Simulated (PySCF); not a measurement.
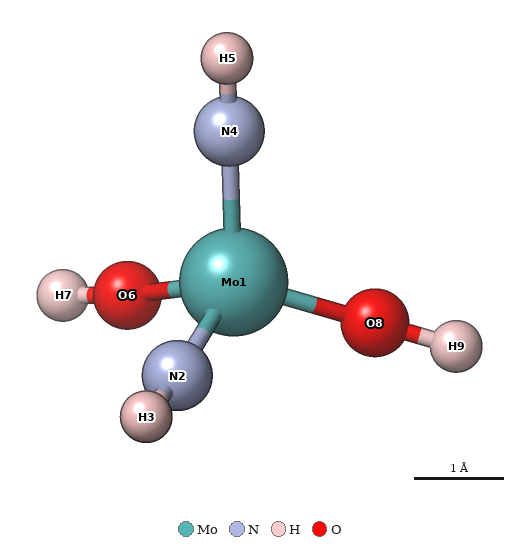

*The structure as given in the input (ball-and-stick view, seen at a tilt; atoms are numbered from 1 in the order of the input). Sticks mark near contacts.*

Run report: MoN₂H₄O₂, geometry relaxation (part 1 of 2)

- system: MoN₂H₄O₂ (Mo(NH)2(OH)2)
- method: PBE0-D3(BJ)/def2-SVP geometry optimisation, gas phase (PySCF 2.14.0)

The run did not end well. It belongs to a series of runs on one base structure; here: ligand (both): Cl to OH.

### What the program printed
```
step   0  E = -330.10781239  max force = 0.176858
step   1  E = -330.13892554  max force = 0.039190
step   2  E = -330.14265903  max force = 0.022195
step   3  E = -330.14561884  max force = 0.010946
step   4  E = -330.14953032  max force = 0.016525
step   5  E = -330.15094778  max force = 0.009719
step   6  E = -330.15175262  max force = 0.002623
step   7  E = -330.15186250  max force = 0.001522
step   8  E = -330.15192117  max force = 0.000564
step   9  E = -330.15193682  max force = 0.000433
step  10  E = -330.15197746  max force = 0.002132
step  11  E = -330.15201334  max force = 0.003083
step  12  E = -330.15208719  max force = 0.002162
step  13  E = -330.15215655  max force = 0.001146
step  14  E = -330.15218642  max force = 0.001373
step  15  E = -330.15236141  max force = 0.003111
step  16  E = -330.15251230  max force = 0.002942
step  17  E = -330.15120227  max force = 0.007069
step  18  E = -330.15288974  max force = 0.002351
step  19  E = -330.15286259  max force = 0.004400
step  20  E = -330.15306895  max force = 0.001581
step  21  E = -330.15312389  max force = 0.001691
step  22  E = -330.15317142  max force = 0.000597
step  23  E = -330.15322017  max force = 0.000616
step  24  E = -330.15326587  max force = 0.000942
step  25  E = -330.15329570  max force = 0.001185
step  26  E = -330.15336580  max force = 0.001376
step  27  E = -330.15357957  max force = 0.002215
step  28  E = -330.15244316  max force = 0.008926
step  29  E = -330.15379192  max force = 0.003744
step  30  E = -330.15386499  max force = 0.003031
optimisation not converged
```

### Trajectory as extended XYZ (Å, eV, eV/Å), 31 frames, from step=0 to step=30
```
9
Properties=species:S:1:pos:R:3:forces:R:3 step=0 energy=-8982.69111
Mo   -0.0079   -0.0911   -0.0288    3.0572   7.2667  -0.4788
N     0.0147    0.1116    1.6797   -0.3484  -0.7887  -1.4877
H     0.2051    0.2253    2.6378    0.5163   0.2886   1.5076
N     1.5993    0.2218   -0.7591   -9.0944  -1.9476   2.9301
H     2.4593    0.3540   -1.0233    6.5757   1.0857  -1.7083
O    -1.1852    1.2854   -0.6663    1.5503  -3.5421   0.6621
H    -1.5976    2.0843   -0.8707   -0.6669   1.9378  -0.2989
O    -0.6001   -1.6577   -0.4674   -1.6897  -4.3392  -1.2125
H    -0.7549   -2.6032   -0.5274    0.0998   0.0387   0.0865
9
Properties=species:S:1:pos:R:3:forces:R:3 step=1 energy=-8983.53774
Mo   -0.0373    0.0105   -0.0579   -1.3432  -2.0152   1.2065
N     0.0450    0.1199    1.6562   -0.2122   0.0862   0.3640
H     0.3231    0.2070    2.6294    0.2113   0.0435  -0.1307
N     1.4958    0.2311   -0.7107    1.9290   0.3223  -1.1134
H     2.4793    0.3543   -0.9218    0.0969   0.0522   0.1846
O    -1.1851    1.2707   -0.6950   -0.8987   0.5928  -0.5950
H    -1.5833    2.1150   -0.8945    0.1372   0.1845   0.0917
O    -0.6458   -1.7130   -0.5030   -0.1710   0.5377  -0.2131
H    -0.7590   -2.6649   -0.5283    0.2508   0.1961   0.2054
9
Properties=species:S:1:pos:R:3:forces:R:3 step=2 energy=-8983.63934
Mo   -0.0707   -0.0161   -0.0563    1.1413  -0.0984  -0.0999
N     0.0358    0.1102    1.6613   -0.2914  -0.0453  -0.2094
H     0.3771    0.2175    2.6140    0.1237   0.0267  -0.1607
N     1.5233    0.2228   -0.7220   -0.8129  -0.1629   0.0645
H     2.5240    0.3643   -0.8819   -0.3569  -0.0199   0.2658
O    -1.2325    1.2857   -0.7188   -0.1287  -0.3681  -0.0875
H    -1.5875    2.1575   -0.8994    0.2656  -0.0073   0.1696
O    -0.6822   -1.7294   -0.5137   -0.1579   0.7273  -0.1456
H    -0.7546   -2.6819   -0.5088    0.2171  -0.0520   0.2032
9
Properties=species:S:1:pos:R:3:forces:R:3 step=3 energy=-8983.71988
Mo   -0.0841   -0.0333   -0.0682    0.5629   0.5456  -0.1945
N     0.0218    0.1055    1.6410   -0.1349  -0.0615   0.1862
H     0.4126    0.2307    2.5703    0.0840   0.0278  -0.0499
N     1.4959    0.2093   -0.7290   -0.2051  -0.1139  -0.0361
H     2.4992    0.3653   -0.8295   -0.2280  -0.0113   0.1499
O    -1.2427    1.2730   -0.7325   -0.1760  -0.3531  -0.1179
H    -1.5408    2.1716   -0.8768    0.2454   0.0296   0.1588
O    -0.7034   -1.7194   -0.5267   -0.3347   0.0608  -0.2814
H    -0.7258   -2.6721   -0.4743    0.1865  -0.1239   0.1849
9
Properties=species:S:1:pos:R:3:forces:R:3 step=4 energy=-8983.82631
Mo   -0.1362   -0.0534   -0.1150   -0.0416   0.8128   0.4203
N    -0.0185    0.0960    1.5972    0.1047  -0.0352   0.0276
H     0.5017    0.2553    2.4540   -0.0250   0.0089   0.1175
N     1.4346    0.1757   -0.7600    0.5225   0.0335  -0.0505
H     2.4316    0.3565   -0.6934    0.0501  -0.0007  -0.1015
O    -1.2882    1.2483   -0.7838   -0.3540   0.0051  -0.2356
H    -1.3838    2.2001   -0.7963    0.1271   0.1435   0.0863
O    -0.7784   -1.7137   -0.5714   -0.4809  -0.8497  -0.3774
H    -0.6301   -2.6342   -0.3568    0.0971  -0.1180   0.1133
9
Properties=species:S:1:pos:R:3:forces:R:3 step=5 energy=-8983.86489
Mo   -0.1577   -0.0543   -0.1314   -0.3608   0.3708   0.0271
N    -0.0362    0.0952    1.5778    0.1770   0.0287   0.1362
H     0.5129    0.2615    2.4162   -0.0649  -0.0061   0.1180
N     1.4179    0.1631   -0.7727    0.4253   0.0640   0.0277
H     2.4111    0.3460   -0.6698    0.0898  -0.0069  -0.1312
O    -1.3137    1.2562   -0.8102   -0.1353  -0.0111  -0.0984
H    -1.3034    2.2130   -0.7561    0.0573   0.1137   0.0405
O    -0.8135   -1.7325   -0.5854   -0.2253  -0.4998  -0.1807
H    -0.5848   -2.6176   -0.2942    0.0369  -0.0534   0.0607
9
Properties=species:S:1:pos:R:3:forces:R:3 step=6 energy=-8983.88679
Mo   -0.1704   -0.0499   -0.1418   -0.0016  -0.1349   0.0333
N    -0.0445    0.1017    1.5708    0.0453   0.0339  -0.0860
H     0.4797    0.2634    2.4275   -0.0467  -0.0144   0.0155
N     1.4167    0.1577   -0.7812   -0.0752   0.0209   0.0756
H     2.4152    0.3314   -0.7120    0.0329  -0.0164  -0.0608
O    -1.3196    1.2741   -0.8234    0.0145   0.0227  -0.0026
H    -1.2514    2.2287   -0.7334    0.0029   0.0164   0.0014
O    -0.8301   -1.7576   -0.5833    0.0279   0.0287   0.0009
H    -0.5627   -2.6190   -0.2488    0.0001   0.0430   0.0227
9
Properties=species:S:1:pos:R:3:forces:R:3 step=7 energy=-8983.88978
Mo   -0.1704   -0.0507   -0.1418   -0.0203  -0.0783  -0.0525
N    -0.0484    0.1053    1.5691    0.0315   0.0200  -0.0148
H     0.4570    0.2643    2.4374   -0.0223  -0.0072  -0.0004
N     1.4150    0.1519   -0.7868   -0.0660   0.0031   0.0577
H     2.4166    0.3186   -0.7443    0.0068  -0.0143  -0.0313
O    -1.3124    1.2819   -0.8245    0.0385  -0.0066   0.0148
H    -1.2351    2.2359   -0.7305    0.0003  -0.0094  -0.0012
O    -0.8317   -1.7614   -0.5759    0.0378   0.0729   0.0057
H    -0.5577   -2.6152   -0.2283   -0.0063   0.0199   0.0221
9
Properties=species:S:1:pos:R:3:forces:R:3 step=8 energy=-8983.89137
Mo   -0.1717   -0.0508   -0.1432    0.0207  -0.0100  -0.0007
N    -0.0496    0.1118    1.5668   -0.0125   0.0015  -0.0013
H     0.4386    0.2683    2.4448    0.0120   0.0019  -0.0074
N     1.4118    0.1402   -0.7936   -0.0190  -0.0102   0.0059
H     2.4160    0.2952   -0.7789   -0.0069  -0.0090  -0.0022
O    -1.3014    1.2893   -0.8280    0.0097   0.0066   0.0001
H    -1.2138    2.2421   -0.7302   -0.0057  -0.0039  -0.0052
O    -0.8379   -1.7607   -0.5648    0.0196   0.0290  -0.0064
H    -0.5593   -2.6050   -0.1984   -0.0179  -0.0061   0.0171
9
Properties=species:S:1:pos:R:3:forces:R:3 step=9 energy=-8983.89180
Mo   -0.1703   -0.0496   -0.1425   -0.0043   0.0210   0.0017
N    -0.0467    0.1172    1.5666   -0.0188   0.0021   0.0143
H     0.4387    0.2734    2.4461    0.0223   0.0043  -0.0058
N     1.4120    0.1305   -0.7966    0.0159  -0.0108  -0.0113
H     2.4175    0.2774   -0.7929   -0.0076  -0.0058   0.0046
O    -1.2942    1.2936   -0.8308    0.0053  -0.0055  -0.0026
H    -1.2085    2.2467   -0.7363   -0.0005  -0.0018  -0.0016
O    -0.8435   -1.7574   -0.5561    0.0079  -0.0022  -0.0147
H    -0.5722   -2.6012   -0.1831   -0.0202  -0.0013   0.0155
9
Properties=species:S:1:pos:R:3:forces:R:3 step=10 energy=-8983.89290
Mo   -0.1678   -0.0458   -0.1421   -0.0364   0.1078   0.0110
N    -0.0317    0.1457    1.5628   -0.0395   0.0081   0.0586
H     0.4572    0.3052    2.4392    0.0477   0.0081  -0.0012
N     1.4114    0.0794   -0.8108    0.0934  -0.0151  -0.0538
H     2.4208    0.1895   -0.8420   -0.0060   0.0051   0.0202
O    -1.2629    1.3105   -0.8494   -0.0112  -0.0149  -0.0109
H    -1.1718    2.2634   -0.7622    0.0053   0.0129   0.0041
O    -0.8818   -1.7414   -0.5171   -0.0195  -0.1096  -0.0367
H    -0.6407   -2.5759   -0.1040   -0.0337  -0.0024   0.0088
9
Properties=species:S:1:pos:R:3:forces:R:3 step=11 energy=-8983.89388
Mo   -0.1649   -0.0422   -0.1416   -0.0580   0.1376   0.0265
N    -0.0107    0.1801    1.5583   -0.0519   0.0128   0.0645
H     0.4960    0.3461    2.4234    0.0557   0.0058   0.0005
N     1.4108    0.0194   -0.8235    0.1259  -0.0104  -0.0706
H     2.4223    0.0901   -0.8821   -0.0018   0.0129   0.0241
O    -1.2274    1.3273   -0.8718   -0.0208  -0.0237  -0.0151
H    -1.1326    2.2805   -0.7950    0.0136   0.0158   0.0128
O    -0.9290   -1.7232   -0.4740   -0.0242  -0.1585  -0.0505
H    -0.7317   -2.5477   -0.0194   -0.0385   0.0077   0.0078
9
Properties=species:S:1:pos:R:3:forces:R:3 step=12 energy=-8983.89589
Mo   -0.1654   -0.0421   -0.1421   -0.0394   0.0798   0.0146
N    -0.0006    0.1961    1.5554   -0.0376   0.0118   0.0445
H     0.5298    0.3672    2.4056    0.0353   0.0003  -0.0001
N     1.4104   -0.0062   -0.8271    0.0766  -0.0029  -0.0389
H     2.4227    0.0525   -0.8846    0.0013   0.0113   0.0100
O    -1.2144    1.3321   -0.8827   -0.0180  -0.0120  -0.0143
H    -1.1140    2.2849   -0.8073    0.0126   0.0103   0.0140
O    -0.9539   -1.7175   -0.4586    0.0040  -0.1112  -0.0426
H    -0.7820   -2.5366    0.0157   -0.0347   0.0126   0.0128
9
Properties=species:S:1:pos:R:3:forces:R:3 step=13 energy=-8983.89778
Mo   -0.1678   -0.0445   -0.1448   -0.0117  -0.0148   0.0054
N     0.0060    0.2087    1.5512   -0.0073   0.0014  -0.0054
H     0.5682    0.3839    2.3808   -0.0001  -0.0049  -0.0012
N     1.4097   -0.0238   -0.8302   -0.0111   0.0040   0.0190
H     2.4226    0.0318   -0.8791    0.0020   0.0043  -0.0130
O    -1.2063    1.3344   -0.8928   -0.0041   0.0049  -0.0067
H    -1.0924    2.2856   -0.8104    0.0032  -0.0002   0.0091
O    -0.9757   -1.7181   -0.4498    0.0589  -0.0051  -0.0299
H    -0.8314   -2.5275    0.0493   -0.0298   0.0104   0.0226
9
Properties=species:S:1:pos:R:3:forces:R:3 step=14 energy=-8983.89859
Mo   -0.1681   -0.0455   -0.1463    0.0037  -0.0402   0.0007
N     0.0092    0.2143    1.5487    0.0008  -0.0033  -0.0102
H     0.5828    0.3897    2.3707   -0.0086  -0.0045  -0.0018
N     1.4093   -0.0329   -0.8329   -0.0337   0.0077   0.0303
H     2.4221    0.0197   -0.8866    0.0005   0.0012  -0.0162
O    -1.2001    1.3365   -0.8975   -0.0036   0.0096  -0.0061
H    -1.0803    2.2867   -0.8113   -0.0006  -0.0036   0.0073
O    -0.9835   -1.7183   -0.4438    0.0706   0.0224  -0.0308
H    -0.8588   -2.5196    0.0733   -0.0290   0.0107   0.0268
9
Properties=species:S:1:pos:R:3:forces:R:3 step=15 energy=-8983.90335
Mo   -0.1657   -0.0612   -0.1582    0.0931  -0.0534  -0.0500
N     0.0469    0.2648    1.5252    0.0633  -0.0476  -0.0330
H     0.7203    0.4364    2.2712   -0.0707   0.0026   0.0150
N     1.4026   -0.1351   -0.8618   -0.1477   0.0147   0.0677
H     2.4101   -0.1239   -0.9871   -0.0110  -0.0191  -0.0267
O    -1.1359    1.3485   -0.9450    0.0101   0.0143   0.0085
H    -0.9680    2.2888   -0.8261   -0.0330  -0.0202  -0.0036
O    -1.0578   -1.7166   -0.3727    0.1600   0.1507  -0.0307
H    -1.1199   -2.3711    0.3287   -0.0641  -0.0419   0.0529
9
Properties=species:S:1:pos:R:3:forces:R:3 step=16 energy=-8983.90746
Mo   -0.1563   -0.0604   -0.1565    0.0836  -0.1026   0.0035
N     0.0516    0.2594    1.5292    0.0647  -0.0466  -0.0568
H     0.7199    0.4259    2.2808   -0.0630   0.0076   0.0096
N     1.4102   -0.1256   -0.8646   -0.1513   0.0169   0.0641
H     2.4152   -0.1115   -1.0072   -0.0075  -0.0185  -0.0161
O    -1.1361    1.3446   -0.9367   -0.0150   0.0144  -0.0132
H    -0.9896    2.2889   -0.8235   -0.0186  -0.0213   0.0083
O    -1.0386   -1.7207   -0.3743    0.1485   0.1458  -0.0434
H    -1.1436   -2.3702    0.3271   -0.0415   0.0043   0.0441
9
Properties=species:S:1:pos:R:3:forces:R:3 step=17 energy=-8983.87181
Mo   -0.1081   -0.1008   -0.1507    0.3140   0.3090  -0.2033
N     0.1294    0.2674    1.5281    0.1290  -0.1291  -0.0417
H     0.8732    0.4028    2.2139   -0.0919   0.0497   0.0325
N     1.4219   -0.2332   -0.9176   -0.2334  -0.1106  -0.0167
H     2.3771   -0.2680   -1.2555    0.0599   0.0205   0.0577
O    -1.0873    1.2962   -0.9380   -0.0667  -0.0419  -0.0860
H    -1.0158    2.2464   -0.8124    0.0019  -0.0030   0.0713
O    -1.0212   -1.7593   -0.2739    0.0996   0.2690   0.1406
H    -1.4364   -1.9209    0.5805   -0.2124  -0.3635   0.0456
9
Properties=species:S:1:pos:R:3:forces:R:3 step=18 energy=-8983.91773
Mo   -0.1192   -0.0741   -0.1553    0.0656   0.0478   0.0378
N     0.0895    0.2487    1.5329    0.0792  -0.0740  -0.0650
H     0.7766    0.3949    2.2719   -0.0520   0.0338   0.0086
N     1.4298   -0.1417   -0.8938   -0.1209  -0.0303  -0.0133
H     2.4134   -0.1378   -1.1419    0.0210  -0.0011   0.0333
O    -1.1250    1.3171   -0.9232   -0.0345  -0.0157  -0.0540
H    -1.0361    2.2665   -0.8008   -0.0012  -0.0018   0.0421
O    -0.9869   -1.7445   -0.3506    0.0863   0.0783   0.0092
H    -1.3093   -2.1987    0.4350   -0.0437  -0.0370   0.0013
```
